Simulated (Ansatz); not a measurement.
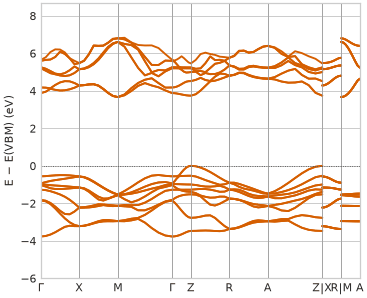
Figure: Band structure from DFT-r²SCAN+D4 with spin–orbit coupling in the program Ansatz with PAW potentials

**Question.** Read off the gap and where the band edges lie.

**Answer.** About 3.7 eV (3.67 eV by a search for the band edges); maximum at Z, minimum at M.

The material is SrHI in space group P4/nmm (No. 129; Sr on 2c, H on 2a, I on 2c).

The first step of the workflow began from a Materials Project structure, measured or hypothetical; the Crystallography Open Database files this formula in space group No. 129, but the cells were not matched. Whether it is the stable phase at ambient conditions was not checked. Symmetry was held in the r²SCAN+D4 relaxation; its stability against distortions is not shown here.

Potentials: the later of the program's two PAW sets.
